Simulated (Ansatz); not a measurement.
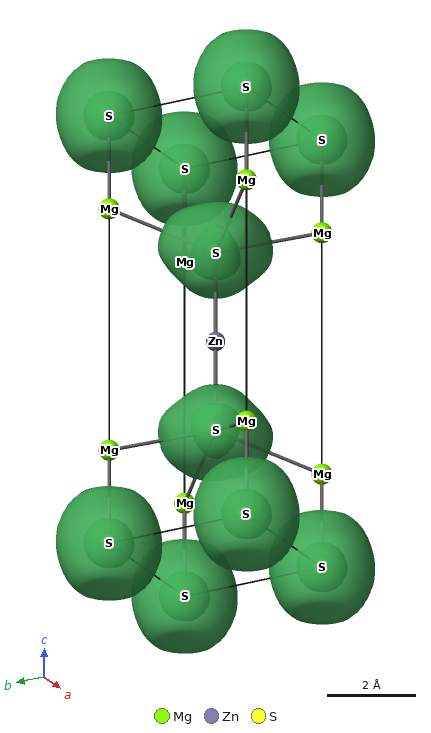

Mg2ZnS3. Isosurface of the electron localisation function at 0.75 (green), seen at an oblique angle. Core shells and regions of very low density are left out. Sticks mark near contacts.

Space group P4/mmm; a structure generated by program, which may or may not match a known phase.

Computed with Ansatz, DFT PBE, scalar-relativistic, plane waves, PAW.

Core electrons are frozen (PAW), and the valence fields are smoothed inside the atomic spheres.

```
Mg Zn S
1.0
     3.57226    0.00000    0.00000
     0.00000    3.57226    0.00000
     0.00000    0.00000   10.56546
Mg Zn S
2 1 3
Direct
  0.00000 0.00000 0.78225
  0.00000 0.00000 0.21775
  0.50000 0.50000 0.50000
  0.00000 0.00000 0.00000
  0.50000 0.50000 0.29202
  0.50000 0.50000 0.70798
```

> Where are the electrons localised?

The ELF exceeds this value in three regions wrapped around S (the valence shell of each), counted in one cell of 6 atoms. Regions shared between cells count once.

Values along the shortest contacts:
Zn–S (2.20 Å): the ELF peaks at about 0.85 in the valence shell of S, 0.8 Å from its nucleus, and is about 0.60 at the midpoint. Mg–S (2.30 Å): the ELF peaks at about 0.90 in the valence shell of S, 1.0 Å from its nucleus, and is about 0.75 at the midpoint.
